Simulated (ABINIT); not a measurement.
**Beyond one shot: H6PbCBr3N (Pm)**

Aim: iterate the self-energy on H6PbCBr3N (Pm) and follow the gap from cycle to cycle.

Program: ABINIT 10.8.3. Level of theory: PBEsol and many-body steps on it, plane waves. Results are calculated unless marked as measured.

### 1. Set-up

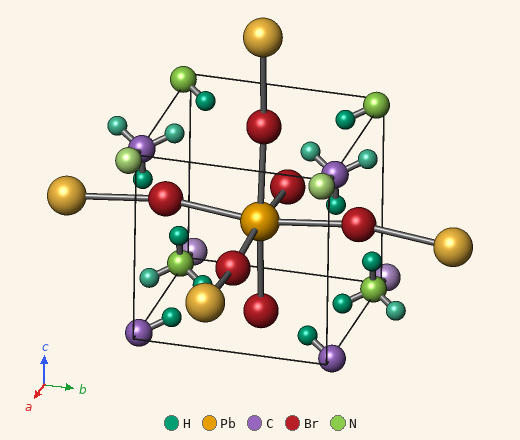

The starting structure, seen slightly off an axis (hydrogen teal, lead orange, carbon purple, bromine red, nitrogen green). Some periodic images of atoms are drawn too.

Coordinates:

```cif
data_structure
_symmetry_space_group_name_H-M 'Pm'
_symmetry_Int_Tables_number 6
_cell_length_a 6.0385
_cell_length_b 6.0597
_cell_length_c 6.1282
_cell_angle_alpha 90.000
_cell_angle_beta 90.072
_cell_angle_gamma 90.000
_cell_volume 224.24
loop_
_atom_site_label
_atom_site_type_symbol
_atom_site_symmetry_multiplicity
_atom_site_Wyckoff_symbol
_atom_site_fract_x
_atom_site_fract_y
_atom_site_fract_z
_atom_site_occupancy
H1 H 2 c 0.21826 0.86210 0.96819 1
H2 H 1 a 0.17779 0.00000 0.19864 1
H3 H 2 c 0.82510 0.85194 0.06162 1
H4 H 1 a 0.86934 0.00000 0.81171 1
Pb1 Pb 1 b 0.47527 0.50000 0.47799 1
C1 C 1 a 0.89731 0.00000 0.98852 1
Br1 Br 1 b 0.43003 0.50000 0.97275 1
Br2 Br 1 a 0.43485 0.00000 0.51271 1
Br3 Br 1 b 0.96654 0.50000 0.44074 1
N1 N 1 a 0.14061 0.00000 0.03246 1
```

The cell and positions are those that the Materials Project relaxed with its own functionals (PBE, PBE+U or r2SCAN), kept fixed. Spin-orbit coupling is left out unless a step names it.

### 2. Empty states on the mesh, 2×2×2 mesh, 181 bands

This step: ABINIT 10.8.3; DFT, PBEsol, plane waves, norm-conserving pseudopotentials.

The sums over transitions need many empty states on a uniform mesh; this step solves for them.

run.abi reads:

```
acell 3*1.0 Angstrom
rprim 
  6.038531000000 -0.000000000000 -0.000000000000
  -0.000000000000 6.059680000000 0.000000000000
  -0.007679000000 0.000000000000 6.128174000000
ntypat 5
znucl 1 82 6 35 7
natom 12
typat 1 1 1 1 1 1 2 3 4 4 4 5
xred 
  0.218258000000 0.862101000000 0.968190000000
  0.177786000000 0.000000000000 0.198636000000
  0.825095000000 0.851944000000 0.061619000000
  0.869341000000 0.000000000000 0.811715000000
  0.825095000000 0.148056000000 0.061619000000
  0.218258000000 0.137899000000 0.968190000000
  0.475266000000 0.500000000000 0.477994000000
  0.897311000000 0.000000000000 0.988520000000
  0.430028000000 0.500000000000 0.972748000000
  0.434852000000 0.000000000000 0.512708000000
  0.966538000000 0.500000000000 0.440736000000
  0.140606000000 0.000000000000 0.032465000000
pp_dirpath "pseudos"
pseudos "H.upf, Pb.upf, C.upf, Br.upf, N.upf"
ecut 37
ngkpt 2 2 2
nshiftk 1
shiftk 0 0 0
kptopt 1
chksymbreak 0
iscf -2
irdden 1
istwfk *1
nband 181
nbdbuf 16
tolwfr 1e-09
nstep 60
prtvol 0
indata_prefix "in"
outdata_prefix "out"
tmpdata_prefix "tmp"
```

Run with:

```console
$ OMP_NUM_THREADS=1 mpirun -n 8 abinit run.abi > log
```

Numbers of over 12 decimals in the logs are rounded to 6 here.

The program printed:

```text
.Version 10.8.3 of ABINIT. v10.8.2 released Aug 2026.

 Symmetries : space group Pm (#  6); Bravais mP (primitive monocl.)
[... echo of the input left out ...]
== DATASET  1 ==================================================================
-   mpi_nproc: 8, omp_nthreads: 1 (-1 if OMP is not activated)

--- !DatasetInfo
iteration_state: {dtset: 1, }
dimensions: {natom: 12, nkpt: 8, mband: 181, nsppol: 1, nspinor: 1, nspden: 1, mpw: 16306, }
cutoff_energies: {ecut:  37.0, pawecutdg:  -1.0, }
[...]
1.30220    1.31224    1.32209    1.32600    1.32804    1.33499    1.34248    1.35014
   1.35506    1.35585    1.36040    1.36417    1.37025    1.38281    1.38856    1.39675
   1.40101    1.40376    1.41617    1.42133    1.42633
 prteigrs : prtvol=0 or 1, do not print more k-points.

== END DATASET(S) ==============================================================
================================================================================

 -outvars: echo values of variables after computation  --------
            nband         181
             nkpt           8
          spgroup           6
 [... the other variables as echoed above ...]

 Calculation completed.
```

Run time: 2.5 min. Hardware: 8 MPI ranks of Arm Neoverse V1, shared host; peak memory 1.1 GiB.

Numbers from this step:

```
gap                                                           : 2.005 eV
k of the valence top                                          : 0.5, 0.5, 0.5
k of the conduction bottom                                    : 0.5, 0.5, 0.5
least direct gap                                              : 2.005 eV
k points computed                                             : 8
lowest point of the top converged band, above the valence top : 34.56 eV
```

On this mesh the gap is 2.005 eV.

The density comes from a self-consistent run that is not shown.

### 3. Screening, 2×2×2 mesh, 165 bands, screening to 89.8 eV

The RPA dielectric matrix is built and inverted for each q.

This step: RPA screening on PBEsol, plane waves, norm-conserving pseudopotentials.

run.abi: that of step 2 with these lines changed.

```diff
@@ -30,10 +30,11 @@
 chksymbreak 0
-iscf -2
-irdden 1
 istwfk *1
-nband 181
-nbdbuf 16
-tolwfr 1e-09
-nstep 60
-prtvol 0
+occopt 1
+irdwfk 1
+optdriver 3
+nband 165
+ecuteps 3.3
+inclvkb 2
+awtr 1
+symchi 1
 indata_prefix "in"
```

The program printed:

```text
.Version 10.8.3 of ABINIT. v10.8.2 released Aug 2026.

 Symmetries : space group Pm (#  6); Bravais mP (primitive monocl.)
[... echo of the input left out ...]
== DATASET  1 ==================================================================
-   mpi_nproc: 8, omp_nthreads: 1 (-1 if OMP is not activated)

--- !DatasetInfo
iteration_state: {dtset: 1, }
dimensions: {natom: 12, nkpt: 8, mband: 165, nsppol: 1, nspinor: 1, nspden: 1, mpw: 16306, }
cutoff_energies: {ecut:  37.0, pawecutdg:  -1.0, }
electrons: {nelect:   8.80000000E+01, charge:   0.00000000E+00, occopt:   1.00000000E+00, tsmear:   1.00000000E-02, }

 SCREENING: Calculation of the susceptibility and dielectric matrices

 Based on a program developped by R.W. Godby, V. Olevano, G. Onida, and L. Reining.
 Incorporated in ABINIT by V. Olevano, G.-M. Rignanese, and M. Torrent.
.Using double precision arithmetic ; gwpc =  8

[... cell and pseudopotentials left out ...]
--------------------------------------------------------------------------------

 ==== K-mesh for the wavefunctions ====
 Number of points in the irreducible wedge :     8
[... list of points left out ...]
 Together with  2 symmetry operations and time-reversal symmetry
 yields     8 points in the full Brillouin Zone.

 ==== Q-mesh for the screening function ====
 Number of points in the irreducible wedge :     8
[... list of points left out ...]
 Together with  2 symmetry operations and time-reversal symmetry
 yields     8 points in the full Brillouin Zone.

 setmesh: FFT mesh size selected  =    45x   45x   45
          total number of points  =        91125

 vcoul_init : cutoff-mode = AUXILIARY_FUNCTION
 q-points for optical limit:   1
     1)      0.000010    0.000020    0.000030

- screening: taking advantage of time-reversal symmetry
- Maximum band index for partially occupied states nbvw = 44
- Remaining bands to be divided among processors   nbcw = 121
- Number of bands treated by each node ~15

 Number of electrons calculated from density =   88.0000; Expected =   88.0000
 average of density, n =  0.058153
 r_s =    1.6012
 omega_plasma =   23.2618 [eV]

 calculating chi0 at frequencies [eV] :
  1    0.000000E+00    0.000000E+00
  2    0.000000E+00    2.326176E+01

--------------------------------------------------------------------------------
  q-point number  1        q = ( 0.000000, 0.000000, 0.000000) [r.l.u.]
--------------------------------------------------------------------------------
[... chi0 elements left out ...]
 For q-point:  0.000010 0.000020 0.000030
  dielectric constant =   6.4331
  dielectric constant without local fields =   7.3440

  Average fulfillment of the sum rule on Im[epsilon] for q-point    1 :     43.99  [%]
[... wings left out ...]
  q-point number  2        q = ( 0.500000, 0.000000, 0.000000) [r.l.u.]
--------------------------------------------------------------------------------
[... chi0 elements left out ...]
  Average fulfillment of the sum rule on Im[epsilon] for q-point    2 :     48.95  [%]

 [... 6 further q-points ...]
```

It took 2.8 min on 8 MPI ranks; peak memory 8.4 GiB.

Numbers from this step:

| Quantity | Value |
| --- | --- |
| ε∞ with local fields, on this mesh, along the program's q direction | 6.433 |
| the same without local fields | 7.344 |
| plasma frequency | 23.26 eV |
| plane waves in the screening matrix | 453 |

Local fields lower ε∞ by 12 %. On a Γ-centred mesh this coarse the value itself is usually too large, while a short band sum pulls it down.

### 4. G0W0

The self-energy is evaluated for the states that the input lists, and the levels follow from it, in one-shot runs by the linearised quasiparticle equation.

This step: G0W0 on PBEsol, plane waves, norm-conserving pseudopotentials.

run.abi: that of step 3 with these lines changed.

```diff
@@ -33,8 +33,17 @@
 irdwfk 1
-optdriver 3
+optdriver 4
 nband 165
+gwcalctyp 0
+ecutsigx 37
+symsigma 1
+nkptgw 2
+kptgw 
+  0.5000000000 0.5000000000 0.5000000000
+  0.0000000000 0.0000000000 0.0000000000
+bdgw 
+  43 46
+  43 46
 ecuteps 3.3
-inclvkb 2
-awtr 1
-symchi 1
+irdscr 1
+ppmodel 1
 indata_prefix "in"
```

The program printed:

```text
.Version 10.8.3 of ABINIT. v10.8.2 released Aug 2026.

 Symmetries : space group Pm (#  6); Bravais mP (primitive monocl.)
[... echo of the input left out ...]
== DATASET  1 ==================================================================
-   mpi_nproc: 8, omp_nthreads: 1 (-1 if OMP is not activated)

--- !DatasetInfo
iteration_state: {dtset: 1, }
dimensions: {natom: 12, nkpt: 8, mband: 165, nsppol: 1, nspinor: 1, nspden: 1, mpw: 16306, }
cutoff_energies: {ecut:  37.0, pawecutdg:  -1.0, }
electrons: {nelect:   8.80000000E+01, charge:   0.00000000E+00, occopt:   1.00000000E+00, tsmear:   1.00000000E-02, }

 SIGMA: Calculation of the GW corrections

 Based on a program developped by R.W. Godby, V. Olevano, G. Onida, and L. Reining.
 Incorporated in ABINIT by V. Olevano, G.-M. Rignanese, and M. Torrent.
.Using double precision arithmetic ; gwpc =  8

[... cell and pseudopotentials left out ...]
--------------------------------------------------------------------------------

 ==== K-mesh for the wavefunctions ====
 Number of points in the irreducible wedge :     8
[... list of points left out ...]
 Together with  2 symmetry operations and time-reversal symmetry
 yields     8 points in the full Brillouin Zone.

 ==== Q-mesh for screening function ====
 Number of points in the irreducible wedge :     8
[... list of points left out ...]
 Together with  2 symmetry operations and time-reversal symmetry
 yields     8 points in the full Brillouin Zone.

 vcoul_init : cutoff-mode = AUXILIARY_FUNCTION
 q-points for optical limit:   1
     1)      0.000010    0.000020    0.000030
 setmesh: FFT mesh size selected  =    64x   64x   64
          total number of points  =       262144

 Number of electrons calculated from density =   88.0000; Expected =   88.0000
 average of density, n =  0.058153
 r_s =    1.6012
 omega_plasma =   23.2618 [eV]

 === KS Band Gaps ===
  >>>> For spin  1
   Minimum direct gap =   2.0047 [eV], located at k-point      :   0.5000  0.5000  0.5000
   Fundamental gap    =   2.0047 [eV], Top of valence bands at :   0.5000  0.5000  0.5000
                                       Bottom of conduction at :   0.5000  0.5000  0.5000
 SIGMA fundamental parameters:
 PLASMON POLE MODEL  1
 number of plane-waves for SigmaX                16279
 number of plane-waves for SigmaC and W            453
 number of plane-waves for wavefunctions         16279
 number of bands                                   165
 number of independent spin polarizations            1
 number of spinorial components                      1
 number of k-points in IBZ                           8
 number of q-points in IBZ                           8
 number of symmetry operations                       2
 number of k-points in BZ                            8
 number of q-points in BZ                            8
 number of frequencies for dSigma/dE                 9
 frequency step for dSigma/dE [eV]                0.25
 number of omega for Sigma on real axis              0
 max omega for Sigma on real axis  [eV]           0.00
 zcut for avoiding poles [eV]                     0.10

 EPSILON^-1 parameters (SCR file):
 dimension of the eps^-1 matrix on file            453
 dimension of the eps^-1 matrix used               453
 number of plane-waves for wavefunctions         16279
 number of bands                                   165
 number of q-points in IBZ                           8
 number of frequencies                               2
 number of real frequencies                          1
 number of imag frequencies                          1

 matrix elements of self-energy operator (all in [eV])

 Perturbative Calculation

--- !SelfEnergy_ee
iteration_state: {dtset: 1, }
kpoint     : [   0.500,    0.500,    0.500, ]
spin       : 1
KS_gap     :    2.005
QP_gap     :    3.833
Delta_QP_KS:    1.828
data: !SigmaeeData |
     Band     E0 <VxcDFT>   SigX SigC(E0)      Z dSigC/dE  Sig(E)    E-E0       E
       43  -0.462 -14.394 -19.340   3.069   0.787  -0.270 -15.872  -1.478  -1.939
       44   0.350 -15.279 -18.521   2.124   0.801  -0.249 -16.174  -0.895  -0.546
       45   2.354 -10.622  -6.649  -2.833   0.818  -0.222  -9.689   0.933   3.287
       46   2.367 -10.597  -6.591  -2.841   0.819  -0.221  -9.643   0.954   3.322

--- !SelfEnergy_ee
iteration_state: {dtset: 1, }
kpoint     : [   0.000,    0.000,    0.000, ]
spin       : 1
KS_gap     :    5.072
QP_gap     :    7.158
Delta_QP_KS:    2.086
data: !SigmaeeData |
     Band     E0 <VxcDFT>   SigX SigC(E0)      Z dSigC/dE  Sig(E)    E-E0       E
       43  -0.683 -14.002 -18.932   3.075   0.785  -0.273 -15.459  -1.457  -2.141
       44  -0.665 -14.012 -18.929   3.071   0.785  -0.274 -15.461  -1.449  -2.114
       45   4.408  -7.707  -3.909  -3.040   0.840  -0.190  -7.070   0.637   5.044
       46   5.519 -11.746  -7.688  -3.040   0.804  -0.244 -10.928   0.818   6.337

== END DATASET(S) ==============================================================
================================================================================

 -outvars: echo values of variables after computation  --------
           etotal      0.0000000000E+00
            nband         165
             nkpt           8
          spgroup           6
 [... the other variables as echoed above ...]

 Calculation completed.
```

Elapsed: 21 s, on 8 MPI ranks; peak memory 3.9 GiB; 2.8 min of CPU time.

Numbers from this step:

| Property | Result |
| --- | --- |
| G0W0 gap on the points computed | 3.833 eV |
| starting gap on the mesh | 2.005 eV |
| k of the valence top | 0.5, 0.5, 0.5 |
| k of the conduction bottom | 0.5, 0.5, 0.5 |
| Z at the valence top | 0.801 |
| Z at the conduction bottom | 0.818 |
| least direct G0W0 gap on the computed points | 3.833 eV |

The gap on the mesh goes from 2.00 eV to 3.83 eV, a correction of +1.83 eV.

### 5. evGW0, cycle 1

This step: evGW0 on PBEsol, plane waves, norm-conserving pseudopotentials.

run.abi: that of step 4 with these lines changed.

```diff
@@ -35,12 +35,24 @@
 nband 165
-gwcalctyp 0
+gwcalctyp 10
 ecutsigx 37
 symsigma 1
-nkptgw 2
+nkptgw 8
 kptgw 
+  0.0000000000 0.0000000000 0.0000000000
+  0.5000000000 0.0000000000 0.0000000000
+  0.0000000000 0.5000000000 0.0000000000
+  0.5000000000 0.5000000000 0.0000000000
+  0.0000000000 0.0000000000 0.5000000000
+  0.5000000000 0.0000000000 0.5000000000
+  0.0000000000 0.5000000000 0.5000000000
   0.5000000000 0.5000000000 0.5000000000
-  0.0000000000 0.0000000000 0.0000000000
 bdgw 
-  43 46
-  43 46
+  30 51
+  30 51
+  30 51
+  30 51
+  30 51
+  30 51
+  30 51
+  30 51
 ecuteps 3.3
```

The program printed:

```text
.Version 10.8.3 of ABINIT. v10.8.2 released Aug 2026.

 Symmetries : space group Pm (#  6); Bravais mP (primitive monocl.)
[... echo of the input left out ...]
== DATASET  1 ==================================================================
-   mpi_nproc: 8, omp_nthreads: 1 (-1 if OMP is not activated)

--- !DatasetInfo
iteration_state: {dtset: 1, }
dimensions: {natom: 12, nkpt: 8, mband: 165, nsppol: 1, nspinor: 1, nspden: 1, mpw: 16306, }
cutoff_energies: {ecut:  37.0, pawecutdg:  -1.0, }
electrons: {nelect:   8.80000000E+01, charge:   0.00000000E+00, occopt:   1.00000000E+00, tsmear:   1.00000000E-02, }

 SIGMA: Calculation of the GW corrections

 Based on a program developped by R.W. Godby, V. Olevano, G. Onida, and L. Reining.
 Incorporated in ABINIT by V. Olevano, G.-M. Rignanese, and M. Torrent.
.Using double precision arithmetic ; gwpc =  8

[... cell and pseudopotentials left out ...]
--------------------------------------------------------------------------------

 ==== K-mesh for the wavefunctions ====
 Number of points in the irreducible wedge :     8
[... list of points left out ...]
 Together with  2 symmetry operations and time-reversal symmetry
 yields     8 points in the full Brillouin Zone.

 ==== Q-mesh for screening function ====
 Number of points in the irreducible wedge :     8
[... list of points left out ...]
 Together with  2 symmetry operations and time-reversal symmetry
 yields     8 points in the full Brillouin Zone.

 vcoul_init : cutoff-mode = AUXILIARY_FUNCTION
 q-points for optical limit:   1
     1)      0.000010    0.000020    0.000030
 setmesh: FFT mesh size selected  =    64x   64x   64
          total number of points  =       262144

 Number of electrons calculated from density =   88.0000; Expected =   88.0000
[...]
spin       : 1
KS_gap     :    3.000
QP_gap     :    4.905
Delta_QP_KS:    1.904
data: !SigmaeeData |
     Band     E_DFT   <VxcDFT>   E(N-1)  <Hhartree>   SigX  SigC[E(N-1)]    Z     dSigC/dE  Sig[E(N)]  DeltaE  E(N)_pert E(N)_diago
[...]
--- !SelfEnergy_ee
iteration_state: {dtset: 1, }
kpoint     : [   0.500,    0.500,    0.500, ]
spin       : 1
KS_gap     :    2.005
QP_gap     :    3.833
Delta_QP_KS:    1.828
data: !SigmaeeData |
     Band     E_DFT   <VxcDFT>   E(N-1)  <Hhartree>   SigX  SigC[E(N-1)]    Z     dSigC/dE  Sig[E(N)]  DeltaE  E(N)_pert E(N)_diago
[...]
50     6.964    -8.654     6.964    15.618    -4.094    -3.226     0.830    -0.205    -7.546     1.108     8.072     8.299
       51     7.693   -10.405     7.693    18.097    -5.520    -3.332     0.819    -0.222    -9.133     1.272     8.964     9.246

 New Fermi energy :        5.009729E-02 Ha ,    1.363217E+00 eV

 === QP Band Gaps ===
  >>>> For spin  1
   Minimum direct gap =   4.2631 [eV], located at k-point      :   0.5000  0.5000  0.5000
   Fundamental gap    =   4.2631 [eV], Top of valence bands at :   0.5000  0.5000  0.5000
                                       Bottom of conduction at :   0.5000  0.5000  0.5000

 writing QP data on file : out_QPS

 Convergence of QP corrections
 >>>>> For spin  1 <<<<<
.  kptgw no:  1; Maximum DeltaE = (   0.000   0.000) for band index:  6
.  kptgw no:  2; Maximum DeltaE = (   0.000   0.000) for band index:  6
.  kptgw no:  3; Maximum DeltaE = (   0.730  -0.000) for band index:  6
[...]
.  kptgw no:  7; Maximum DeltaE = (   0.983   0.000) for band index:  6
.  kptgw no:  8; Maximum DeltaE = (   0.684  -0.000) for band index:  6

== END DATASET(S) ==============================================================
================================================================================

 -outvars: echo values of variables after computation  --------
           etotal      0.0000000000E+00
            nband         165
             nkpt           8
          spgroup           6
 [... the other variables as echoed above ...]

 Calculation completed.
```

Elapsed: 5.8 min, on 8 MPI ranks; peak memory 9.5 GiB; 46 min of CPU time.

Numbers from this step:

* quasiparticle gap on the mesh: 4.263 eV
* gap of the density functional on the mesh: 2.005 eV
* k of the valence top: 0.5, 0.5, 0.5
* k of the conduction bottom: 0.5, 0.5, 0.5
* Z at the valence top: 0.801
* Z at the conduction bottom: 0.818
* least direct quasiparticle gap on the computed points: 4.263 eV

Against G0W0 in ABINIT (2×2×2 mesh, 165 bands, screening to 89.8 eV, Godby-Needs plasmon pole), the gap moves by +0.430 eV. This first cycle still uses the starting levels; it takes the full correction, at all points of the mesh, and its linearised value is 3.833 eV.

(Continued in part 2 of 3.)

[Paths, hosts, dates, memory and timing lines, banners, echoed tables and standing remarks are left out of the program output.]

[Logs are printed without paths, hosts, clocks, repeated set-up lines and the standing remarks that a program may print on its own settings, such as how far it seeks lower states.]

[Runs of the session that timed out or met a known fault of the program may be left out.]

[Hosts, paths, dates, database ids (printed as entryN), source tags and the programs' standing remarks are cut or masked in the printed files.]

[G0W0 gaps are taken among the corrected bands and points alone; a level outside them can change the order at an edge.]

[Where Ansatz stands beside ABINIT at settings called matched, ABINIT's density can come from a denser mesh and the files from another edition; pairs whose starting gaps differed by over 0.03 eV were left out, so agreement reads better than it is.]
